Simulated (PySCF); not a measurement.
# BH₄O (SMILES [BH3-][OH+]) (doublet): what the fields show

```xyz
6

B    -0.3126   -0.1170   -0.1824
O     0.9879   -0.5369   -0.3599
H    -0.4680    1.1490    0.0630
H    -1.1903   -0.6218   -0.8337
H    -0.6425    0.1951    1.0358
H     1.6307   -0.0862    0.1950
```

Geometry: PBE0-D3(BJ)/ma-def2-SVP.

Computed with DFT single point, gas phase, functional PBE0 (PySCF 2.14.0, density-fitted response routines).

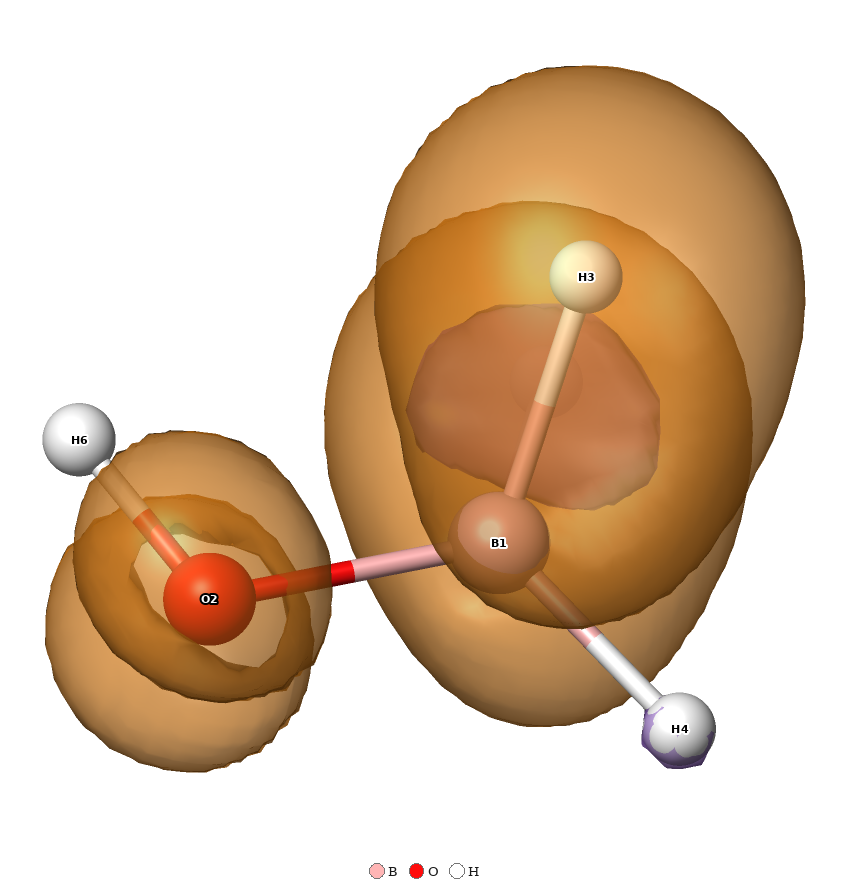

Figure 1. Isosurfaces of the spin density (α minus β) at +0.02 (orange) and −0.02 e/Å³ (purple), seen at a tilt.

> Where is the unpaired spin?

The unpaired spin (1 electron) lies mostly on B1 (about 0.3), H3 (about 0.3), H5 (about 0.3) and O2 (about 0.2), in electrons by Hirshfeld's partition.

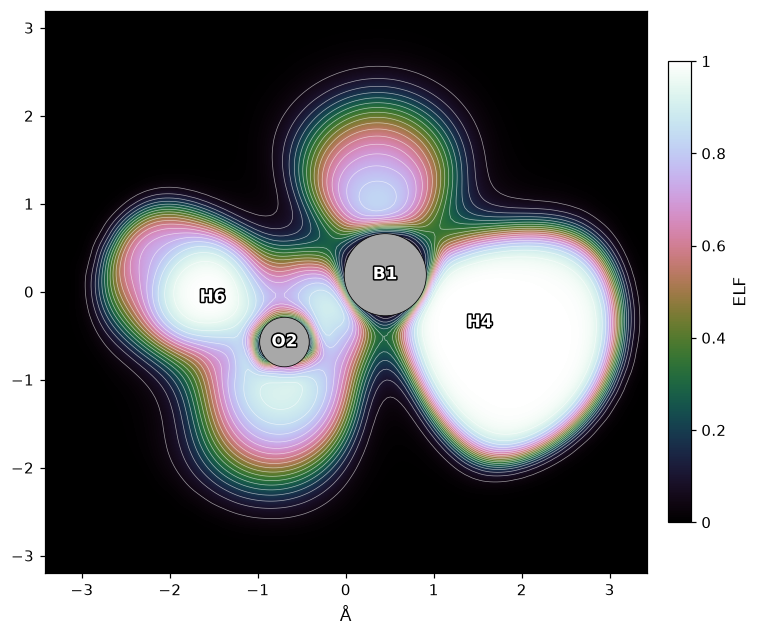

Figure 2. Electron localisation function on the plane of atoms B1, O2 and H6. Grey discs cover the atomic cores.

> What does the map show?

Atoms in the plane: B, O and H. B–O (1.38 Å): the ELF peaks at about 0.90 between the atoms: a short, strongly polar bond. O–H (0.96 Å): the ELF climbs to about 1 towards the hydrogen, as it does in any bond to H: a covalent bond by its length. B–H (1.20 Å): the ELF climbs to about 1 towards the hydrogen (a covalent bond by its length). The ELF also peaks beside O2, away from the bonds: non-bonding electrons, paired or unpaired.

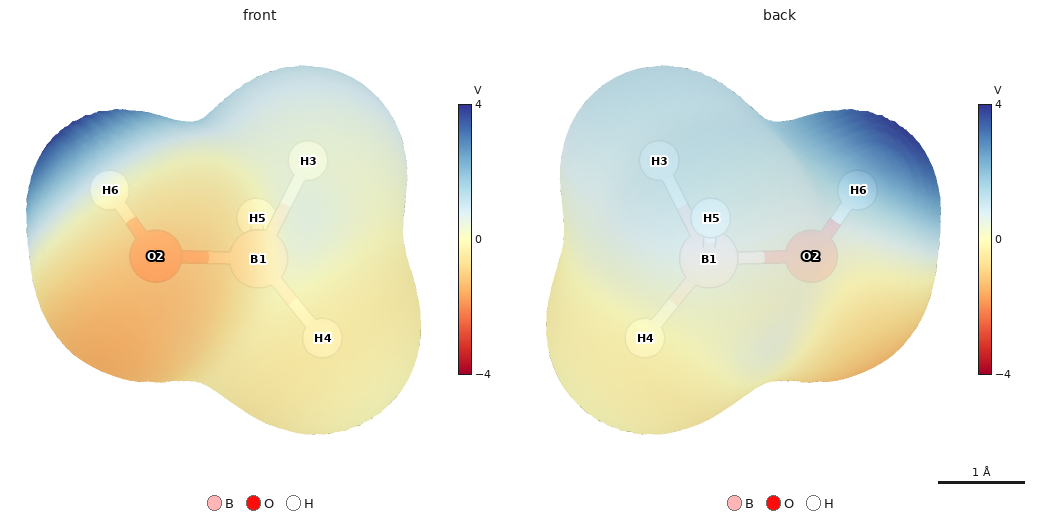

Figure 3. The electrostatic potential painted on the density surface at 0.004 e/bohr³, seen from the front and from behind; the colour scale runs from red (negative) to blue (positive).

> Describe the electrostatic potential map.

The most negative region (about −1.5 V) lies over O2, the most positive (about +3.8 V) over H6. O2 is the likeliest acceptor of a hydrogen bond.

> How polar is the molecule by this calculation?

Its dipole moment is 2.25 D.
